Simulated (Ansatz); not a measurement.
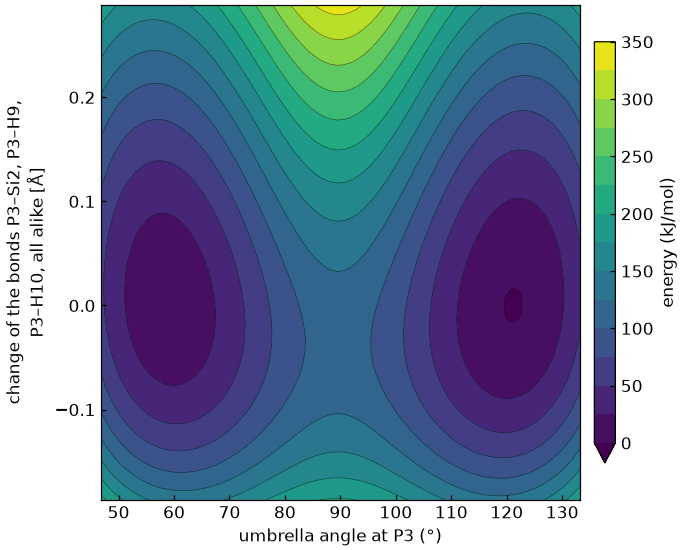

CH6ClPSi, SMILES C[SiH](P)Cl. First axis: umbrella angle at P3 (between each of its bonds and their common axis; 90 is planar). Second axis: change of the bonds P3–Si2, P3–H9, P3–H10, all alike. Nothing is relaxed (all other coordinates rigid). Grid: 15 × 15 points. Points are written as (first, second). Energies are in kJ/mol, from the lowest grid point. Theory: RHF/def2-SVP (Ansatz).

Drawn: filled contours. Between grid points the surface is interpolated.

The lowest grid point is at (120.8°, −0.017 Å). There is a further well near (59.2°, 0.017 Å) (7 kJ/mol above the lowest at that grid point). The highest grid point, (90.0°, 0.289 Å), lies 335 kJ/mol above the lowest. On the interpolated surface the easiest way out of the lowest well to the well at about (59°, 0.00 Å) passes a barrier of about 110 kJ/mol. Round the minimum the two coordinates are weakly coupled (coupling −0.12 in units of the two stiffnesses).

The level of theory is changed to RKS B3LYP-D4/def2-SVP in Ansatz 0.2.0; with it change the reference geometry, relaxed at the new level; the new grid has 11 × 11 points, laid about the new relaxed structure.

How does the landscape change?

Answer. The minimum (interpolated where it lies between grid points) moves from about (121°, 0.000 Å) to about (123°, 0.000 Å). The easiest pass out of the lowest well stays at about 110 kJ/mol.

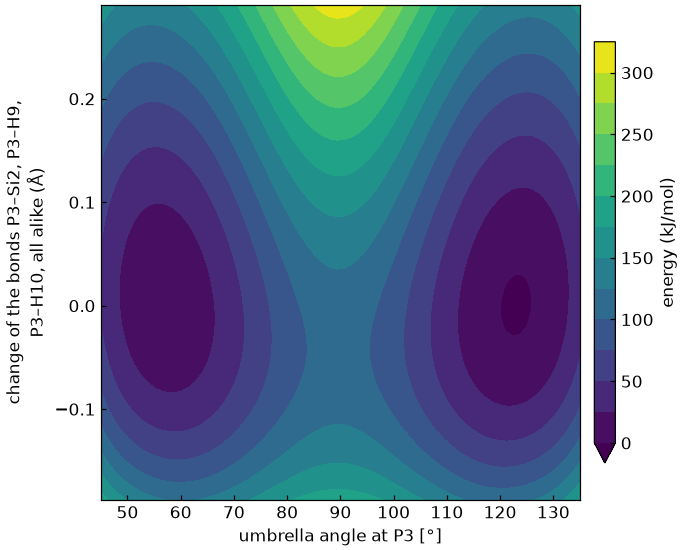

The map after the change, on a colour scale of its own. In the figure: filled contours. Between grid points the surface is interpolated.
